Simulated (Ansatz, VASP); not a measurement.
## AlGaAsN: VASP beside Ansatz

Aim: how closely do two programs agree when they are given the same cell, functional and k mesh? The cell is invented: As first built, before any earlier steps moved the atoms (in the runner's words): it takes the AlGaN2 structure with some of its atoms replaced by other elements, volume scaled by an estimate. It may not be a known or stable phase. The cell is taken from a series of VASP runs on this material, whose earlier steps may have relaxed, scaled or displaced it; both programs get it as it stands. Valence electrons are named where the data sets of a main pair hold unlike numbers.

Main program and level: Ansatz 0.2.0; plane waves, with VASP 6.6.1 beside it; band structure at revPBE and single point at revPBE.

### 1. The structure

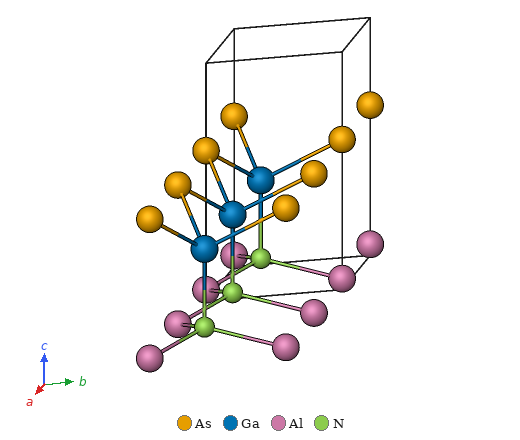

The starting structure, seen slightly off an axis (arsenic orange, gallium blue, aluminium pink, nitrogen green). 3×1×1 cells are drawn. Bonds to atoms that aren't drawn are left out. Some periodic images of atoms are drawn too.

### 2. Ansatz: band structure, revPBE

Ansatz runs on its default PAW (the set named soft_2) files.

A single point gives forces, pressure and levels at one fixed geometry, so differences don't come from the geometry; what else differs is listed under the comparison.

The input, input.yaml:

```yaml
crystal:
  lattice:
    - [3.5732612378, 0.0, 0.0]
    - [-1.7866306189, 3.0945347452, 0.0]
    - [0.0, 0.0, 6.0989016103]
  atoms:
    - { symbol: As, position: [0.0, 0.0, 0.6318102766] }
    - { symbol: Ga, position: [0.66666667, 0.33333333, 0.443323083] }
    - { symbol: Al, position: [0.0, 0.0, 0.0466377218] }
    - { symbol: "N", position: [0.66666667, 0.33333333, 0.1146289287] }
hamiltonian:
  xc: revpbe
  pseudopotentials: { kind: paw }
kpoints:
  mp_grid: { grid: [6, 6, 3] }
  band_path:
    path:
      - [0.0, 0.0, 0.0]
      - [0.13333, 0.0, 0.0]
      - [0.3, 0.0, 0.0]
      - [0.46667, 0.0, 0.0]
      - [0.46667, 0.06667, 0.0]
      - [0.41111, 0.17778, 0.0]
      - [0.35556, 0.28889, 0.0]
      - [0.28889, 0.28889, 0.0]
      - [0.17778, 0.17778, 0.0]
      - [0.06667, 0.06667, 0.0]
      - [0.0, 0.0, 0.03333]
      - [0.0, 0.0, 0.2]
      - [0.0, 0.0, 0.36667]
      - [0.0, 0.0, 0.5]
      - [0.16667, 0.0, 0.5]
      - [0.3, 0.0, 0.5]
      - [0.46667, 0.0, 0.5]
      - [0.46667, 0.06667, 0.5]
      - [0.41111, 0.17778, 0.5]
      - [0.35556, 0.28889, 0.5]
      - [0.28889, 0.28889, 0.5]
      - [0.17778, 0.17778, 0.5]
      - [0.06667, 0.06667, 0.5]
      - [0.5, 0.0, 0.46667]
      - [0.5, 0.0, 0.3]
      - [0.5, 0.0, 0.13333]
      - [0.33333, 0.33333, 0.0]
      - [0.33333, 0.33333, 0.16667]
      - [0.33333, 0.33333, 0.33333]
      - [0.33333, 0.33333, 0.5]
    npoints: 1
scf:
  occupations: { method: gaussian, width: 0.05 }
  n_extra_bands: 8
output:
  forces: true
  stress: true
  eigenvalues: true
```

The run is started by

```console
$ ansatz run input.yaml --threads 2 --pin off --max-ram 4608MiB --backend cpu --events-out ev --progress --plain --runs-dir out
```

Numbers of over 12 decimals in the logs are rounded to 6 here.

Output:

```text
scf.n_extra_bands = 8 over 18 filled bands (N_el = 36.0): the run solves 26 bands
Engine: ansatz 0.2.0, aarch64-unknown-linux-gnu
Pseudopotentials: kind: paw
Pseudopotential: As, paw, valence charge 15, recommended cutoff 420 eV (normal), As.paw.azcp
Pseudopotential: Ga, paw, valence charge 13, recommended cutoff 420 eV (normal), Ga.paw.azcp
Pseudopotential: Al, paw, valence charge 3, recommended cutoff 420 eV (normal), Al.paw.azcp
Pseudopotential: N, paw, valence charge 5, recommended cutoff 420 eV (normal), N.paw.azcp
Functional definition: revPBE
  parameter kappa = 1.245
  parameter beta = 0.066725
  exchange = pbe_x(kappa = kappa, mu = beta*pi^2/3)
  correlation = pbe_c(beta = beta)
Crystal: 4 atoms, lattice volume = 67.439 Å³
Basis set: ecut = 420 eV, 1287 PW (Γ), exchange–correlation on 48×48×90 points (8 copies of the dense FFT grid, shifted against one another)
Bands: 26, of which v1, the nominal top of the filled ones, is band 18 counted from 1 (17 counted from 0)
Symmetry: 6 space group operations
Space group: P3m1 (ITA 156), of the structure as read, at distance tolerance 4.1e-5 Å
k-points: 17 of 108 (time reversal used)
Non-local potential: As, projectors of the file, l = 0: 2, l = 1: 2, l = 2: 3, l = 3: 1
Non-local potential: Ga, projectors of the file, l = 0: 2, l = 1: 2, l = 2: 3, l = 3: 1
Non-local potential: Al, projectors of the file, l = 0: 2, l = 1: 2, l = 2: 1
Non-local potential: N, projectors of the file, l = 0: 2, l = 1: 2, l = 2: 1
PAW form: soft (Blöchl's): semilocal exchange-correlation on the pseudo side does not see the compensation charge
PAW frozen core: As, regenerated for the run's functional, and the local potential with it (the file was generated under x = pbe(κ = 0.804, μ = 0.219515), c = pbe(β = 0.066725))
PAW frozen core: Ga, regenerated for the run's functional, and the local potential with it (the file was generated under x = pbe(κ = 0.804, μ = 0.219515), c = pbe(β = 0.066725))
PAW frozen core: Al, regenerated for the run's functional, and the local potential with it (the file was generated under x = pbe(κ = 0.804, μ = 0.219515), c = pbe(β = 0.066725))
PAW frozen core: N, regenerated for the run's functional, and the local potential with it (the file was generated under x = pbe(κ = 0.804, μ = 0.219515), c = pbe(β = 0.066725))
PAW one-centre angular grid: As, 590 points (default); XC on 64 Gauss nodes
PAW one-centre angular grid: Ga, 590 points (default); XC on 64 Gauss nodes
PAW one-centre angular grid: Al, 110 points (default); XC on 64 Gauss nodes
PAW one-centre angular grid: N, 110 points (default); XC on 64 Gauss nodes
Initial density: superposition of atomic densities (neutral atoms: chi_scale 0, normalization atom), corrected by the library's trained network
Initial wavefunctions: pseudopotential atomic-orbital guess
Functional: x = revpbe(κ = 1.245, μ = 0.219515), c = pbe(β = 0.066725)
SCF iter   1: F=—  HF=-9573.212362 eV  |F-HF|=—  |Δ(HF+E_count)|=         —  Δρ=2.94e-3  dr2=6.75e-3  ethr=1.77e-3  ⟨swp⟩=5.8  Hψ=2149  notcnv=0  defer=1
preconditioner: auto → Resta (q_TF=auto, 2.457 Å⁻¹)  ε∞=3.4  [insulator: Δε(μ)=0.259 eV  Ē_g=14.930 eV  σ=0.050 eV  W_gap=0.83  n_scr=22 (ndim 8)  ℏωp=23.1 eV  f_vac=0.002  D(μ)=0.79/eV (n_scr^D=2)  ε∞_Penn≈3.4]
SCF iter   2: F=—  HF=-9573.211806 eV  |F-HF|=—  |Δ(HF+E_count)|=   5.57e-4  Δρ=1.37e-3  dr2=1.97e-3  ethr=1.88e-5  ⟨swp⟩=2.0  Hψ=678  notcnv=0  defer=13
SCF iter   3: F=—  HF=-9573.212113 eV  |F-HF|=—  |Δ(HF+E_count)|=   3.07e-4  Δρ=6.82e-4  dr2=4.55e-4  ethr=5.47e-6  ⟨swp⟩=2.0  Hψ=591  notcnv=0  defer=13
SCF iter   4: F=—  HF=-9573.212195 eV  |F-HF|=—  |Δ(HF+E_count)|=   8.23e-5  Δρ=2.00e-4  dr2=3.76e-5  ethr=1.26e-6  ⟨swp⟩=2.0  Hψ=611  notcnv=0  defer=13
SCF iter   5: F=—  HF=-9573.212223 eV  |F-HF|=—  |Δ(HF+E_count)|=   2.77e-5  Δρ=6.16e-5  dr2=3.36e-6  ethr=1.05e-7  ⟨swp⟩=2.0  Hψ=698  notcnv=0  defer=13
SCF iter   6: F=—  HF=-9573.212222 eV  |F-HF|=—  |Δ(HF+E_count)|=   6.87e-7  Δρ=2.72e-5  dr2=6.15e-7  ethr=9.35e-9  ⟨swp⟩=2.0  Hψ=696  notcnv=0  defer=13
SCF iter   7: F=-9573.212223 eV  HF=-9573.212223 eV  |F-HF|=3.15e-8  |Δ(HF+E_count)|=   7.47e-7  Δρ=6.61e-6  dr2=4.70e-8  ethr=2.78e-10  ⟨swp⟩=7.1  Hψ=2139  notcnv=0
SCF 1 converged in 7 iterations: F = -9573.212223 eV  dr2 = 4.70e-8
  greatest PAW one-centre occupation: 0.999 electrons in one spin orbital (limit 2), on the As atom at site 0 (counted from 0), in its partial waves of l = 2
NSCF: frozen V_eff on 30 k-points
SCF converged after 7 iterations
Free energy (F): -9573.212223 eV
Harris-Foulkes:  -9573.212223 eV  (|F-HF|=3.15e-8)
Internal energy: -9573.211242 eV  (E = F + TS)
E sigma→0 (E₀):  -9573.211732 eV
Entropy (-TS):   -0.000982 eV (-0.245 meV/atom)
Fermi energy:    9.207135 eV
--- Per-component energies (eV) ---
  E_band       = -282.623500
  E_kinetic    = 370.763591
  E_local      = -4810.831890  (includes V_loc(G=0)·N_el)
  E_nonlocal   = -192.775226
  E_hartree    = 2395.754354
  E_xc         = -248.570113
  E_vxc        = -242.680983  (∫ρ·V_xc dr)
  E_paw        = -4428.686006  (= ΣΔE_a)
  E_vpaw       = -198.603079  (= ΣTr[D̂ρ^β])
  E_aug_tail   = 0.000016  (compensation charges beyond the density's cutoff)
  E_ewald      = -2658.580073
  E_core_change = -0.285895  (= ΣΔE_core)
  E_smearing   = -0.000982  (= −TS)
  E_closure    = -0.000000  (closes the sum)
  Σ components = -9573.212223   (vs F -9573.212223, Δ=0.00e0)
--- Forces (eV/Å), atoms counted from 1 ---
  atom   1  As     0.00000000     0.00000000    -0.00637501
  atom   2  Ga     0.00000000    -0.00000000     0.00414377
  atom   3  Al     0.00000000     0.00000000    -0.01044400
  atom   4  N      0.00000000     0.00000000     0.01266457
  max |Σ_I F_I| component: 1.07e-5 eV/Å
--- Stress (GPa, compression-positive) ---
       -0.066112       0.000000       0.000000
        0.000000      -0.066112       0.000000
        0.000000       0.000000      -0.080513
  P = ⅓ Tr σ = -0.0709 GPa (-0.709 kbar)
--- Band table (eV; the first three rows and the last of 17) ---
  k-point 0: bands = [... 14 lower, 5.5516, 7.0829, 8.0154, 9.5760, 9.5760, 12.3849, 14.1294, 14.1294, ... 4 higher]
  k-point 1: bands = [... 14 lower, 5.5728, 5.5728, 9.5071, 9.5071, 9.5475, 12.5685, 13.2361, 14.2951, ... 4 higher]
  k-point 2: bands = [... 14 lower, 5.3439, 6.8797, 7.2754, 8.9771, 9.1729, 12.5433, 13.8160, 14.4778, ... 4 higher]
  k-point 16: bands = [... 14 lower, 3.3262, 4.8916, 5.4246, 6.3944, 11.3284, 11.5559, 11.7618, 14.2427, ... 4 higher]
```

Run time: 6.2 s. Hardware: 2 threads of Arm Neoverse N1, shared host; peak memory 0.36 GiB.

Reading the cycles: dr2 is the Hartree energy of the density residual (eV), the measure of convergence; HF is the Harris–Foulkes estimate of the energy, which meets the free energy F at convergence.

### 3. VASP: band structure, revPBE

The same cell, functional, mesh and smearing now go to VASP, with its own data sets.

Lines of VASP's logs that name or quote its potential files are left out, and so is its time.

The input, INCAR:

```
SYSTEM = AlGaAsN
PREC = Accurate
ENCUT = 520
EDIFF = 1E-06
NELM = 100
ISMEAR = 0
SIGMA = 0.05
LREAL = .FALSE.
ALGO = Normal
GGA = RE
NBANDS = 27
LORBIT = 11
LWAVE = .FALSE.
LCHARG = .FALSE.
KPAR = 2
```

The input, POSCAR:

```
AlGaAsN
1.0
    3.5732612378      0.0000000000      0.0000000000
   -1.7866306189      3.0945347452      0.0000000000
    0.0000000000      0.0000000000      6.0989016103
As Ga Al N
1 1 1 1
Direct
    0.0000000000      0.0000000000      0.6318102766
    0.6666666700      0.3333333300      0.4433230830
    0.0000000000      0.0000000000      0.0466377218
    0.6666666700      0.3333333300      0.1146289287
```

The input, KPOINTS:

```
Automatic mesh
0
Gamma
6 6 3
0 0 0
```

The input, KPOINTS_OPT:

```
Line mode
16
Line-mode
Reciprocal
  0.00000000   0.00000000   0.00000000 GAMMA
  0.50000000   0.00000000   0.00000000 M

  0.50000000   0.00000000   0.00000000 M
  0.33333333   0.33333333   0.00000000 K

  0.33333333   0.33333333   0.00000000 K
  0.00000000   0.00000000   0.00000000 GAMMA

  0.00000000   0.00000000   0.00000000 GAMMA
  0.00000000   0.00000000   0.50000000 A

  0.00000000   0.00000000   0.50000000 A
  0.50000000   0.00000000   0.50000000 L

  0.50000000   0.00000000   0.50000000 L
  0.33333333   0.33333333   0.50000000 H

  0.33333333   0.33333333   0.50000000 H
  0.00000000   0.00000000   0.50000000 A

  0.50000000   0.00000000   0.50000000 L
  0.50000000   0.00000000   0.00000000 M

  0.33333333   0.33333333   0.00000000 K
  0.33333333   0.33333333   0.50000000 H
```

PAW data sets: As, Ga_d, Al and N (PBE family, release 64).

The run is started by

```console
$ mpirun -np 2 vasp_std
```

Output:

```text
[banner, memory and clock lines left out]
running    2 mpi-ranks, on    1 nodes
 distrk:  each k-point on    1 cores,    2 groups
 distr:  one band on    1 cores,    1 groups

 POSCAR found type information on POSCAR AsGaAlN
 POSCAR found :  4 types and       4 ions
|                                                                             |
|               ----> ADVICE to this user running VASP <----                  |
|                                                                             |
|     You enforced a specific xc type in the INCAR file but a different       |
|     [... a line on the potential file left out ...]
|     I HOPE YOU KNOW WHAT YOU ARE DOING!                                     |
|                                                                             |

 LDA part: xc-table for (Slater+PW92), standard interpolation
 POSCAR, INCAR and KPOINTS ok, starting setup
 FFT: planning ... GRIDC
 FFT: planning ... GRID_SOFT
 FFT: planning ... GRID
 WAVECAR not read
 entering main loop
       N       E                     dE             d eps       ncg     rms          rms(c)
DAV:   1     0.185863196282E+03    0.18586E+03   -0.10888E+04  1036   0.116E+03
DAV:   2     0.302879700840E+01   -0.18283E+03   -0.16566E+03  1046   0.380E+02
DAV:   3    -0.212605243603E+02   -0.24289E+02   -0.23924E+02  1109   0.909E+01
DAV:   4    -0.219488864687E+02   -0.68836E+00   -0.68725E+00  1094   0.168E+01
DAV:   5    -0.219621251260E+02   -0.13239E-01   -0.13236E-01  1182   0.229E+00    0.857E+00
DAV:   6    -0.198432623075E+02    0.21189E+01   -0.92841E+00  1277   0.195E+01    0.412E+00
DAV:   7    -0.197305407352E+02    0.11272E+00   -0.99263E-01  1031   0.684E+00    0.243E+00
DAV:   8    -0.197241750551E+02    0.63657E-02   -0.16939E-01  1145   0.205E+00    0.814E-01
DAV:   9    -0.197256573769E+02   -0.14823E-02   -0.10020E-02  1125   0.666E-01    0.304E-01
DAV:  10    -0.197270155194E+02   -0.13581E-02   -0.19601E-03  1066   0.225E-01    0.103E-01
DAV:  11    -0.197272488237E+02   -0.23330E-03   -0.27768E-04  1072   0.942E-02    0.327E-02
DAV:  12    -0.197272621208E+02   -0.13297E-04   -0.43207E-05  1113   0.326E-02    0.109E-02
DAV:  13    -0.197272647103E+02   -0.25895E-05   -0.48718E-06  1037   0.128E-02    0.572E-03
DAV:  14    -0.197272651529E+02   -0.44256E-06   -0.12124E-06  1062   0.602E-03
   1 F= -.19727265E+02 E0= -.19726774E+02  d E =-.981507E-03
 Start KPOINTS_OPT (optional k-point list driver)
k-point batch [1-17\144]
       N       E                     dE             ncg
DAV:   1     0.169755074604E+04   -0.59773E+04     1029
DAV:   2    -0.126411009067E+04   -0.29617E+04     1025
DAV:   3    -0.166017985212E+04   -0.39607E+03     1118
DAV:   4    -0.167221217482E+04   -0.12032E+02     1062
DAV:   5    -0.167245944573E+04   -0.24727E+00     1214
DAV:   6    -0.167247111127E+04   -0.11666E-01     1253
DAV:   7    -0.167247121106E+04   -0.99784E-04     1257
DAV:   8    -0.167247121239E+04   -0.13362E-05      917
DAV:   9    -0.167247121254E+04   -0.15275E-06      742
[...]
k-point batch [137-144\144]
       N       E                     dE             ncg
DAV:   1     0.939077470031E+04   -0.72561E+04      480
DAV:   2     0.802947250994E+04   -0.13613E+04      496
DAV:   3     0.784641196717E+04   -0.18306E+03      538
DAV:   4     0.784116578313E+04   -0.52462E+01      477
DAV:   5     0.784106321766E+04   -0.10257E+00      592
DAV:   6     0.784105965589E+04   -0.35618E-02      543
DAV:   7     0.784105962842E+04   -0.27478E-04      600
DAV:   8     0.784105962796E+04   -0.45113E-06      404
```

From OUTCAR (step 3):

```text
ion  position               nearest neighbor table
   1  0.000  0.000  0.632-   2 2.36   2 2.36   2 2.36   3 2.53
   2  0.667  0.333  0.443-   4 2.00   1 2.36   1 2.36   1 2.36
   3  0.000  0.000  0.047-   4 2.10   4 2.10   4 2.10   1 2.53
   4  0.667  0.333  0.115-   2 2.00   3 2.10   3 2.10   3 2.10

  LATTYP: Found a hexagonal cell.
 ALAT       =     3.5732612378
 C/A-ratio  =     1.7068166038

 Subroutine GETGRP returns: Found  6 space group operations
 (whereof  6 operations were pure point group operations)

The static configuration has the point symmetry C_3v.

 Found     17 irreducible k-points:

   k-points           NKPTS =     17   k-points in BZ     NKDIM =     17   number of bands    NBANDS=     27

   dimension x,y,z NGX =    28 NGY =   28 NGZ =   48
   dimension x,y,z NGXF=    56 NGYF=   56 NGZF=   96

   ENCUT  =  520.0 eV  38.22 Ry    6.18 a.u.   6.64  6.64 11.34*2*pi/ulx,y,z

   NELECT =      26.0000    total number of electrons

 k-points in reciprocal lattice and weights: Automatic mesh
   0.00000000  0.00000000  0.00000000       0.009
   0.16666667  0.00000000  0.00000000       0.056
   0.33333333  0.00000000  0.00000000       0.056
   0.50000000  0.00000000  0.00000000       0.028
   0.16666667  0.16666667  0.00000000       0.056
   0.33333333  0.16666667  0.00000000       0.111
   0.33333333  0.33333333  0.00000000       0.019
   0.00000000  0.00000000  0.33333333       0.019
   0.16666667  0.00000000  0.33333333       0.056
[...]
-0.16666667  0.50000000  0.33333333       0.111
   0.33333333  0.33333333  0.33333333       0.037

 average (electrostatic) potential at core
       1 -48.5883       2 -64.8971       3 -76.2009       4 -63.6323

 E-fermi :   6.0486

 k-point     1 :       0.0000    0.0000    0.0000
  band No.  band energies     occupation
    ...
      8      -1.7671      2.00000
      9       2.3931      2.00000
     10       2.3931      2.00000
     11       3.9283      2.00000
     12       4.8569      2.00000
     13       6.4267      0.00000
     14       6.4267      0.00000
     15       9.2335      0.00000
     16      10.9565      0.00000
     17      10.9565      0.00000
    ...

 k-point     2 :       0.1667    0.0000    0.0000
  band No.  band energies     occupation
    ...
     10       2.1851      2.00000
     11       3.7263      2.00000
     12       4.1214      2.00000
     13       5.8256      2.00000
     14       6.0144      1.66667
     15       9.3792      0.00000
     16      10.6516      0.00000
     17      11.3187      0.00000
     18      11.4894      0.00000
     19      12.3231      0.00000
    ...

 k-point     3 :       0.3333    0.0000    0.0000
  band No.  band energies     occupation
    ...
      9      -0.0819      2.00000
     10       1.2924      2.00000
     11       1.8104      2.00000
     12       3.1810      2.00000
     13       4.9831      2.00000
     14       7.1065      0.00000
     15       8.3630      0.00000
     16       9.4207      0.00000
     17      10.7404      0.00000
     18      11.3680      0.00000
    ...

  Total       -0.0081958     -0.0081958      0.0075292      0.0000000      0.0000000      0.0000000
  in kB       -0.1947120     -0.1947119      0.1788736      0.0000000      0.0000000      0.0000000
  external PRESSURE =      -0.0701834 kB  Pullay stress =       0.0000000 kB

  energy-cutoff  :      520.00
  volume of cell :       67.44
      direct lattice vectors                 reciprocal lattice vectors
     3.573261238  0.000000000  0.000000000     0.279856393  0.161575177  0.000000000
    -1.786630619  3.094534745  0.000000000     0.000000000  0.323150355  0.000000000
     0.000000000  0.000000000  6.098901610     0.000000000  0.000000000  0.163963950

 POSITION                                       TOTAL-FORCE (eV/Angst)
 -----------------------------------------------------------------------------------
      0.00000      0.00000      3.85335         0.000000      0.000000      0.006895
      1.78663      1.03151      2.70378         0.000000      0.000000     -0.007177
      0.00000      0.00000      0.28444        -0.000000      0.000000     -0.004530
      1.78663      1.03151      0.69911        -0.000000      0.000000      0.004812
 -----------------------------------------------------------------------------------
    total drift:                               -0.000020      0.000002      0.000923

  FREE ENERGIE OF THE ION-ELECTRON SYSTEM (eV)
  ---------------------------------------------------
  free  energy   TOTEN  =       -19.7272651529 eV

  energy  without entropy=      -19.7262836457  energy(sigma->0) =      -19.72677440

 total charge
# of ion       s       p       d       tot
------------------------------------------
    1        1.210   1.674   0.039   2.922
    2        0.860   0.914  10.056  11.830
    3        0.362   0.298   0.000   0.660
    4        1.248   2.390   0.000   3.638
--------------------------------------------------
tot          3.680   5.276  10.095  19.050

[... 3 further parts left out ...]
```

The k-mesh is coarse for a metal. Spin-orbit coupling is off here; it would split degenerate levels. The PAW data sets were made with PBE, which is usual practice but a small mismatch for other functionals.

(Continued in part 2 of 2.)

[Lines on the potential files, build, host, timing and source positions are cut from VASP's logs without a mark.]

[Logs are printed without paths, hosts, clocks, repeated set-up lines and the standing remarks that a program may print on its own settings, such as how far it seeks lower states.]

[Hosts, paths, dates, database ids (printed as entryN), source tags and the programs' standing remarks are cut or masked in the printed files.]
